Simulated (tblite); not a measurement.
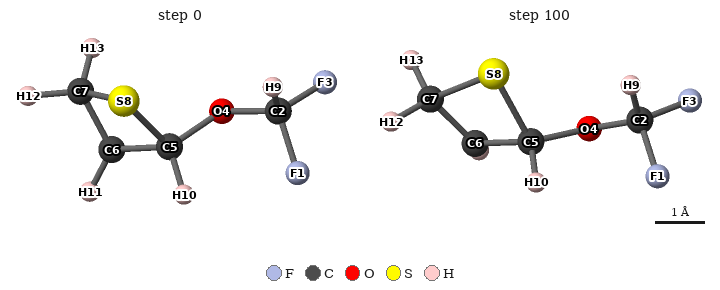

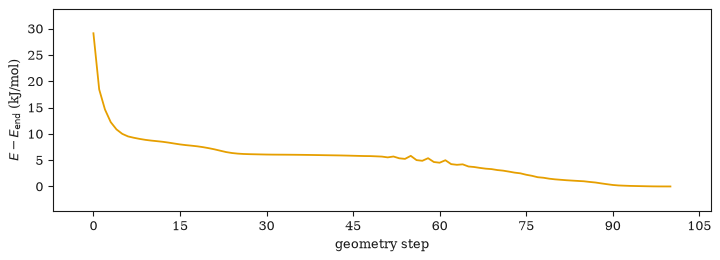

First and last geometry of a relaxation of C4H5F2OS (multiplicity 2), with the history of the run. The picture is a ball-and-stick view, seen at a tilt.

Level of theory: GFN2-xTB geometry optimisation, gas phase in tblite 0.8.0. 

Q: What do the curves and the structures tell?

A: It converged. The atom that moves furthest after the best rigid fit is H11 (1.28 Å). Largest moves by element: H 1.28 Å, S 0.66 Å, O 0.40 Å, F 0.40 Å, C 0.29 Å. Near-neighbour distances that change, for instance: C5–S8 1.806 → 1.872 Å, C2–O4 1.405 → 1.354 Å, O4–C5 1.443 → 1.401 Å, C7–S8 1.814 → 1.844 Å. Bond angles that change, for instance: S8–C5–H10 114.8° → 107.8°, S8–C7–H12 114.8° → 109.5°, C6–C5–H10 111.4° → 116.4°. Over 100 geometry steps the energy falls by 29.1 kJ/mol. The run took 0.45 s on 1 thread of Arm Neoverse V2, with other jobs on the host.

```csv
step,"E − E(0), kJ/mol"
0,0.00
1,-10.68
2,-14.49
3,-16.90
4,-18.28
5,-19.12
6,-19.61
7,-19.87
8,-20.08
9,-20.26
10,-20.40
15,-21.13
19,-21.65
24,-22.77
29,-23.03
34,-23.09
38,-23.14
43,-23.23
48,-23.35
53,-23.77
57,-24.24
62,-24.88
67,-25.60
72,-26.30
76,-27.10
81,-27.86
86,-28.27
91,-28.93
95,-29.07
100,-29.13
```
